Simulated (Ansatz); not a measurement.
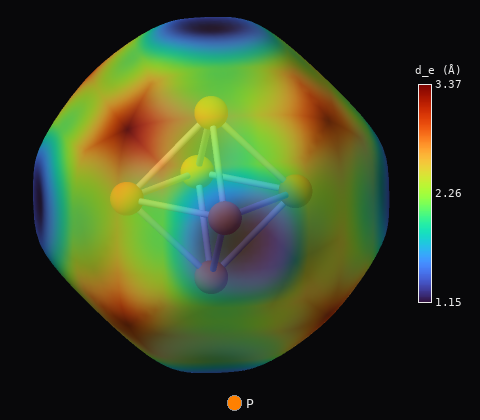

Hirshfeld surface computed for one P₆ unit (covalently bonded non-metal atoms) in NaP6 in space group Fm-3m, coloured by d_e.

The surface is where the fragment's share of the procrystal density (the sum of the densities of spherically averaged neutral Hartree-Fock atoms) equals one half. d_i and d_e are the distances from the surface to the nearest nucleus inside and outside.

Origin of the cell: the geometry relaxed with Ansatz 0.2.0, DFT PBE, scalar-relativistic, plane waves, PAW; the starting structure was generated, so it need not be a known form of this composition.

```yaml
crystal:
  lattice:
    - [9.10082, 0.00000, 0.00000]
    - [0.00000, 9.10082, 0.00000]
    - [0.00000, 0.00000, 9.10082]
  atoms:
    - { symbol: Na, position: [0.00000, 0.00000, 0.00000] }
    - { symbol: P, position: [0.31614, 0.00000, 0.00000] }
    - { symbol: P, position: [0.68386, 0.00000, 0.00000] }
    - { symbol: P, position: [0.50000, 0.81614, 0.00000] }
    - { symbol: P, position: [0.50000, 0.18386, 0.00000] }
    - { symbol: P, position: [0.50000, 0.00000, 0.81614] }
    - { symbol: P, position: [0.00000, 0.00000, 0.68386] }
    - { symbol: Na, position: [0.00000, 0.50000, 0.50000] }
    - { symbol: P, position: [0.31614, 0.50000, 0.50000] }
    - { symbol: P, position: [0.68386, 0.50000, 0.50000] }
    - { symbol: P, position: [0.50000, 0.31614, 0.50000] }
    - { symbol: P, position: [0.50000, 0.68386, 0.50000] }
    - { symbol: P, position: [0.50000, 0.50000, 0.31614] }
    - { symbol: P, position: [0.00000, 0.50000, 0.18386] }
    - { symbol: Na, position: [0.50000, 0.00000, 0.50000] }
    - { symbol: P, position: [0.81614, 0.00000, 0.50000] }
    - { symbol: P, position: [0.18386, 0.00000, 0.50000] }
    - { symbol: P, position: [0.00000, 0.81614, 0.50000] }
    - { symbol: P, position: [0.00000, 0.18386, 0.50000] }
    - { symbol: P, position: [0.00000, 0.00000, 0.31614] }
    - { symbol: P, position: [0.50000, 0.00000, 0.18386] }
    - { symbol: Na, position: [0.50000, 0.50000, 0.00000] }
    - { symbol: P, position: [0.81614, 0.50000, 0.00000] }
    - { symbol: P, position: [0.18386, 0.50000, 0.00000] }
    - { symbol: P, position: [0.00000, 0.31614, 0.00000] }
    - { symbol: P, position: [0.00000, 0.68386, 0.00000] }
    - { symbol: P, position: [0.00000, 0.50000, 0.81614] }
    - { symbol: P, position: [0.50000, 0.50000, 0.68386] }
```

Q: What is the shortest distance from the fragment to an atom outside it?

A: P–Na, 2.88 Å.

Q: How is the surface shared among contacts (nearest atom inside ··· nearest atom outside)?

A: P···P 61 %, P···Na 39 %. The surface faces 30 neighbours with more than 2 % of its area each: 24 P + 6 Na.

Q: Give the size and shape of the surface.

A: It encloses about 157 Å³, has an area of about 144 Å² and a globularity of 0.98 (1 for a sphere).
